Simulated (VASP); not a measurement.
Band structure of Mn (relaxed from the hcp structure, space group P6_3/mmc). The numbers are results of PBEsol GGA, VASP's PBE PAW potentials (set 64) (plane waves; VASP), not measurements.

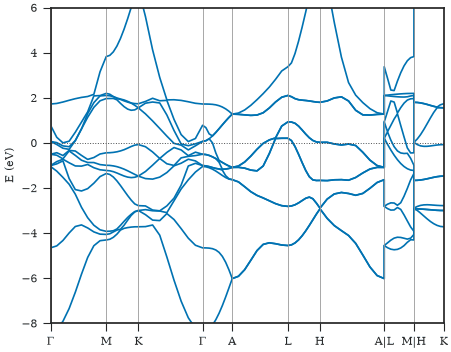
Figure. Bands along high-symmetry lines, zero at the valence-band maximum or, without a gap, the Fermi level

Task: Read the plot: is there a gap, and where are the band edges?

Result: It has no gap at this level: it comes out as a metal or semimetal. (Edges off the drawn lines would not show.)

The structure was generated: Mn was put into the hcp type (P6_3/mmc), which need not be its known phase. It was relaxed first, which changed the volume by -11 %. The run is not spin-polarised, so no magnetic state was tried.
